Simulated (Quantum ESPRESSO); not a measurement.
**CeO2 (Fm-3m): zone-centre phonons**

Aim: the zone-centre modes of CeO2 (Fm-3m).

Program: Quantum ESPRESSO 7.5. Level of theory: DFT LDA, scalar-relativistic, plane waves, JTH PAW pseudopotentials. Results are calculated unless marked as measured.

The experiments to compare with:

“New synchrotron powder diffraction facility for long-duration experiments” (2017, pmc:5294393) reports for CeO2, cubic fluorite, by synchrotron X-ray powder diffraction, refinement (NIST standard powder, 100 micrometre thin sample, 25 keV beam): lattice constant a (cubic a, average of weekly measurements over 17 weeks) 5.41168 ± 2e-05 Å [Average of repeated refinements on a certified reference powder (certified a = 5.41165 …].

For CeO2, fluorite (strain-free reference powder, 300 K), “Probing individual layers in functional oxide multilayers by wavelength-dependent Raman scattering” (2012, arxiv:1205.3334) gives, by Raman scattering: Raman mode (F2g) about 465 cm⁻¹.

This is a report of a sequence of runs, with most program output left out.

## Step 1: The structure

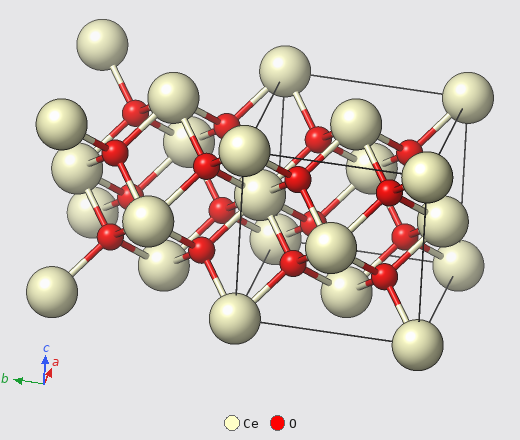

The cell as given, from a free direction (cerium light yellow, oxygen red). 1×2×1 cells are drawn. This picture shows the conventional cell, with its axes. Some periodic images of atoms are drawn too.

## Step 2: A first look

A cheap run with smearing and empty bands tells whether the crystal has a gap, which decides between fixed occupations and smearing later on.

Contents of probe.in:

```
&control
   calculation = 'scf'
   prefix = 'x'
   outdir = './tmp'
   pseudo_dir = './pseudo'
   tprnfor = .true.
   tstress = .true.
   verbosity = 'high'
/
&system
   ibrav = 0
   nat = 3
   ntyp = 2
   ecutwfc = 50.0
   ecutrho = 250.0
   occupations = 'smearing'
   smearing = 'gaussian'
   degauss = 0.01
/
&electrons
   conv_thr = 1.0d-07
   mixing_beta = 0.7
   electron_maxstep = 100
/
ATOMIC_SPECIES
 Ce    140.1160  Ce.upf
 O      15.9990  O.upf
CELL_PARAMETERS angstrom
     0.000000000    2.703650000    2.703650000
     2.703650000    0.000000000    2.703650000
     2.703650000    2.703650000    0.000000000
ATOMIC_POSITIONS crystal
 Ce     0.000000000   0.000000000   0.000000000
 O      0.250000000   0.250000000   0.250000000
 O      0.750000000   0.750000000   0.750000000
K_POINTS automatic
 6 6 6 0 0 0
```

Started as:

```sh
> OMP_NUM_THREADS=1 mpirun -n 4 pw.x -nk 4 -in probe.in > probe.out
```

It took 14 s on 4 MPI ranks of Arm Neoverse V2, shared host.

This step gave:

```yaml
volume_per_atom: 13.18 Å³
pressure: -2.211 GPa
gap_on_the_k_mesh: 2.023 eV
```

A gap of 2.0 eV opens on this mesh, so the crystal is taken as an insulator; the start stands at -2.2 GPa.

## Step 3: Relaxation

Frequencies change by per cents with a per cent of volume, so the structure is first brought to rest at this level of theory.

Contents of relax.in:

```
&control
   calculation = 'vc-relax'
   prefix = 'x'
   outdir = './tmp'
   pseudo_dir = './pseudo'
   tprnfor = .true.
   tstress = .true.
   forc_conv_thr = 2.0d-05
   etot_conv_thr = 1.0d-07
   nstep = 40
/
&system
   ibrav = 0
   nat = 3
   ntyp = 2
   ecutwfc = 50.0
   ecutrho = 250.0
   occupations = 'fixed'
   nbnd = 14
/
&electrons
   conv_thr = 1.0d-11
   mixing_beta = 0.7
   electron_maxstep = 100
/
&ions
/
&cell
   press_conv_thr = 0.2
/
ATOMIC_SPECIES
 Ce    140.1160  Ce.upf
 O      15.9990  O.upf
CELL_PARAMETERS angstrom
     0.000000000    2.703650000    2.703650000
     2.703650000    0.000000000    2.703650000
     2.703650000    2.703650000    0.000000000
ATOMIC_POSITIONS crystal
 Ce     0.000000000   0.000000000   0.000000000
 O      0.250000000   0.250000000   0.250000000
 O      0.750000000   0.750000000   0.750000000
K_POINTS automatic
 8 8 8 0 0 0
```

Started as:

```sh
> OMP_NUM_THREADS=1 mpirun -n 4 pw.x -nk 4 -in relax.in > relax.out
```

Run time: 2.2 min. Hardware: 4 MPI ranks; 8.6 min of CPU time.

The steps of the relaxation:

```tsv
step	energy less that of the first step (eV)	largest force (eV/Å)	pressure (GPa)	volume (Å³)
1	0.0000	0.0000	-2.24	39.53
2	-0.0031	0.0000	0.03	39.08
3	-0.0031	0.0000	0.00	39.08
4	-0.0020	0.0000	0.02	39.08
```

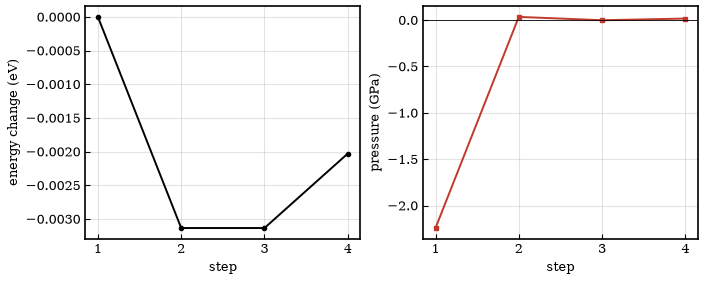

Energy and pressure along the relaxation.

```tsv
conventional cell, symmetrised	before	after	change
a (Å)	5.407	5.387	-0.4 %
b (Å)	5.407	5.387	-0.4 %
c (Å)	5.407	5.387	-0.4 %
volume (Å³/atom)	13.18	13.03	-1.1 %
```

Final coordinates:

```cif
data_structure
_symmetry_space_group_name_H-M 'P 1'
_symmetry_Int_Tables_number 1
_cell_length_a 3.8092
_cell_length_b 3.8092
_cell_length_c 3.8092
_cell_angle_alpha 60.000
_cell_angle_beta 60.000
_cell_angle_gamma 60.000
_cell_volume 39.08
loop_
_atom_site_label
_atom_site_type_symbol
_atom_site_fract_x
_atom_site_fract_y
_atom_site_fract_z
_atom_site_occupancy
Ce1 Ce 0.00000 0.00000 0.00000 1
O2 O 0.25000 0.25000 0.25000 1
O3 O 0.75000 0.75000 0.75000 1
```

The last row of the table of steps is pw.x's closing run on a basis chosen anew for the final cell, so its energy can jump.

Read from the output:

* volume per atom: 13.03 Å³
* pressure: 0.017 GPa
* gap on the k-mesh: 1.938 eV

The volume changes by -1.1 % from the cell with which this run began.

## Step 4: Ground state

Perturbation theory inherits every error of the wavefunctions, so the threshold is set near the limit of the arithmetic. With a gap, occupations are fixed, which also allows the response to an electric field.

Contents of scf.in:

```
&control
   calculation = 'scf'
   prefix = 'x'
   outdir = './tmp'
   pseudo_dir = './pseudo'
   tprnfor = .true.
   tstress = .true.
/
&system
   ibrav = 0
   nat = 3
   ntyp = 2
   ecutwfc = 50.0
   ecutrho = 250.0
   occupations = 'fixed'
   nbnd = 14
/
&electrons
   conv_thr = 1.0d-12
   mixing_beta = 0.7
   electron_maxstep = 100
/
ATOMIC_SPECIES
 Ce    140.1160  Ce.upf
 O      15.9990  O.upf
CELL_PARAMETERS angstrom
     0.000000000    2.693507018    2.693507018
     2.693507018    0.000000000    2.693507018
     2.693507018    2.693507018    0.000000000
ATOMIC_POSITIONS crystal
 Ce     0.000000000   0.000000000   0.000000000
 O      0.250000000   0.250000000   0.250000000
 O      0.750000000   0.750000000   0.750000000
K_POINTS automatic
 8 8 8 0 0 0
```

Started as:

```sh
> OMP_NUM_THREADS=1 mpirun -n 4 pw.x -nk 4 -in scf.in > scf.out
```

Run time: 39 s. Hardware: 4 MPI ranks.

The cell stands at 0.017 GPa, close enough for phonons.

## Step 5: Zone-centre response

At q = 0 one unit cell holds all displacements; symmetry groups them into irreducible representations that are solved one by one. The response to a field gives ε∞ and the Born charges, which polar modes need.

Contents of ph.in:

```
phonons
&inputph
   prefix = 'x'
   outdir = './tmp'
   fildyn = 'g.dyn'
   tr2_ph = 1.0d-18
   epsil = .true.
/
0.000000000000 0.000000000000 0.000000000000
```

Started as:

```sh
> OMP_NUM_THREADS=1 mpirun -n 4 ph.x -nk 4 -in ph.in > ph.out
```

Wall time 3.6 min (4 MPI ranks).

Numbers from this step:

```
miss of the charge sum rule                                       : 0.001730 e
largest acoustic frequency at the zone centre before the sum rule : -0.67 cm⁻¹
highest optical zone-centre mode (no LO-TO term)                  : 444.8 cm⁻¹
lowest optical zone-centre mode                                   : 300.2 cm⁻¹
mean high-frequency dielectric constant                           : 7.934
largest Born charge in size (third of the trace)                  : 5.764 e
```

Born charge (rows field, columns displacement), before the sum rule (e), principal values of the symmetric part by kind of site:

```tsv
atom	atoms with these values	low	middle	high	mean
Ce1	1	5.76	5.76	5.76	5.76
O2	2	-2.88	-2.88	-2.88	-2.88
```

In full for Ce1:

```
5.76 0.00 0.00
0.00 5.76 0.00
0.00 0.00 5.76
```

High-frequency dielectric tensor:

```
7.93 0.00 0.00
0.00 7.93 0.00
0.00 0.00 7.93
```

The acoustic modes at Γ come out as far as 0.7 cm⁻¹ from zero, where they should vanish, a small numerical error; the Born charges miss their sum rule by 0.0017 e, which is good.

## Step 6: Modes with the sum rule

A rigid shift of the crystal must cost nothing, but grids and finite bases break this; the acoustic sum rule is imposed before the matrix is diagonalised again. With Born charges the intensities follow, and the static dielectric tensor.

Contents of dynmat.in:

```
&input
   fildyn = 'g.dyn'
   asr = 'simple'
   fileig = 'dynmat.eig'
   lperm = .true.
/
```

Started as:

```sh
> dynmat.x -in dynmat.in > dynmat.out
```

Wall time 0.47 s (1 thread).

This step gave:

```yaml
mean_static_dielectric_constant: 25.75
```

Unit eigenvectors of the mass-weighted matrix after the sum rule; no LO-TO term. Modes at Γ, with each element's share of the kinetic energy:

```tsv
mode	frequency (cm⁻¹)	symmetry	Ce %	O %
1	0.0	acoustic	81	19
2	0.0	acoustic	81	19
3	0.0	acoustic	81	19
4	300.2	T1u	19	81
5	300.2	T1u	19	81
6	300.2	T1u	19	81
7	444.8	T2g	0	100
8	444.8	T2g	0	100
9	444.8	T2g	0	100
```

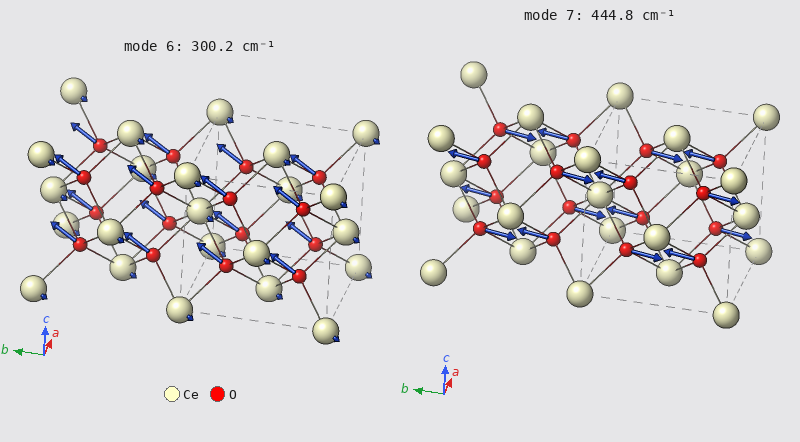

Displacement patterns of modes 6 and 7 at Γ; arrows are exaggerated. 1×2×1 conventional cells are drawn. Some periodic images of atoms are drawn too.

Degenerate modes summed, no LO-TO term. Lines of the infrared spectrum (strongest = 100):

```tsv
position (cm⁻¹)	lines merged	label	IR intensity, relative
300	3	T1u	100
445	3	T2g	0.0
```

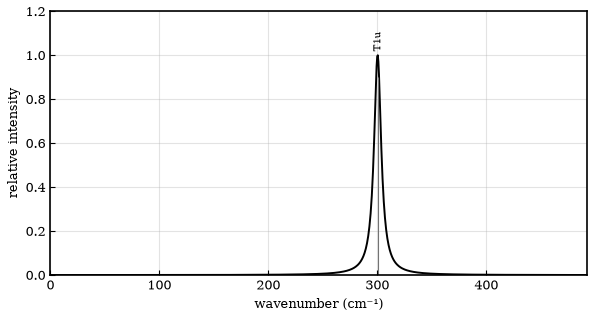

The infrared spectrum, broadened with Lorentzians of width 8 cm⁻¹; bars mark the lines.

Static dielectric tensor (ions relaxed, fixed cell):

```
25.75  0.00  0.00
 0.00 25.75  0.00
 0.00  0.00 25.75
```

The rule moves no optical mode by more than 0.1 cm⁻¹.

## Step 7: Modes along a direction of q (1 0 0)

A longitudinal polar mode sets up a macroscopic field that stiffens it; the term hangs on the direction from which q goes to zero.

Contents of dynmat.in:

```
&input
   fildyn = 'g.dyn'
   asr = 'simple'
   fileig = 'dynmat.eig'
   q(1) = 1.0
   q(2) = 0.0
   q(3) = 0.0
/
```

Started as:

```sh
> dynmat.x -in dynmat.in > dynmat.out
```

Elapsed: 0.47 s, on 1 thread.

This step gave:

```yaml
highest_mode_moved_by_the_lo_to_term: 540.9 cm⁻¹
```

Zone-centre frequencies as printed; negative means imaginary. Modes:

```tsv
mode	frequency (cm⁻¹)
1	0
2	0
3	0
4	300.2
5	300.2
6	444.8
7	444.8
8	444.8
9	540.9
```

The field moves one mode, from 300 to 541 cm⁻¹; the others stay.

## Step 8: What came out

```yaml
space_group_after_relaxation: Fm-3m
volume_per_atom: 13.0 Å³
gap_on_the_k_mesh: 1.94 eV
highest_optical_zone_centre_mode_no_lo_to_term: 444.8 cm⁻¹
lowest_optical_zone_centre_mode: 300.2 cm⁻¹
highest_mode_moved_by_the_lo_to_term: 540.9 cm⁻¹
mean_high_frequency_dielectric_constant: 7.93
largest_born_charge_in_size_third_of_the_trace: 5.76 e
mean_static_dielectric_constant: 25.7
imaginary_optical_modes_at_the_zone_centre_no_q_mesh_in_this_session: none
```

In words: At the LDA level the optical modes of CeO2 (Fm-3m) at the zone centre (no LO-TO term) run from 300 to 445 cm⁻¹. Along the directions run, the highest mode that the macroscopic field moves lies at 541 cm⁻¹. Lattice motion raises the mean dielectric constant from 7.934 to 25.75. Of the 6 optical modes, 3 are infrared active alone and 3 are Raman active alone; inversion symmetry keeps the two sets apart. Left out of this account: PBE with JTH PAW, since it is gradient-corrected and no frozen-mode check or second program bears its response out. What is said of the levels holds for those shown. These are harmonic frequencies at zero temperature: anharmonic shifts and linewidths and thermal expansion are left out. Spin-orbit coupling is left out, which can matter for the heavy elements here.

Comparison with the measured values:

| quantity | measured | LDA JTH, Quantum ESPRESSO |
| --- | --- | --- |
| lattice constant a (Å) | 5.41168 | 5.387 (-0.5 %) |
| Raman mode, F2g (cm⁻¹) | 465 | 445 (-4.3 %) |

Measured values from pmc:5294393 (2017) and arxiv:1205.3334 (2012).

**Verdict.** The lattice constant a is off by -0.5 %: good agreement. The Raman mode is off by -4.3 %: fair agreement. The grades are ours: good and fair within 0.7 and 1.5 % for the lattice constant a and 3 and 7 % for the Raman mode. Zero-point motion and thermal expansion (measured at up to 300 K) are not in the computed lattice constants and Raman mode.

[Host names and launcher messages were left out of these logs when they were recorded.]

[Logs are printed without paths, hosts, clocks, repeated set-up lines and the standing remarks that a program may print on its own settings, such as how far it seeks lower states.]

[Hosts, paths, dates, database ids (printed as entryN), source tags and the programs' standing remarks are cut or masked in the printed files.]
